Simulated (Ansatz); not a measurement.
Base system: GaN in the wurtzite structure (space group P6_3mc, No. 186; a = 3.218 Å, c = 5.243 Å).

It is then changed as follows: every Ga is replaced by Al; the structure is relaxed again.

Computed with DFT with PBE, PAW potentials and a 420 eV plane-wave cutoff in Ansatz (an electronic-structure program), without spin-orbit coupling.

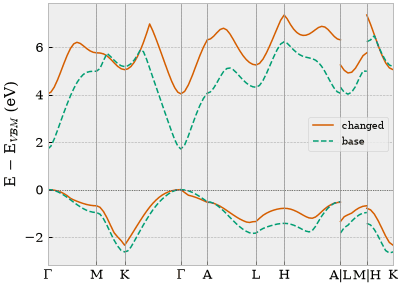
Figure. Highest valence and lowest conduction band along the path, each from its own valence-band maximum

### Question
From the figure, how large is the changed gap, and is it direct?

### Answer
About 4.0 eV, direct at Γ.

No phonon test of stability was made.
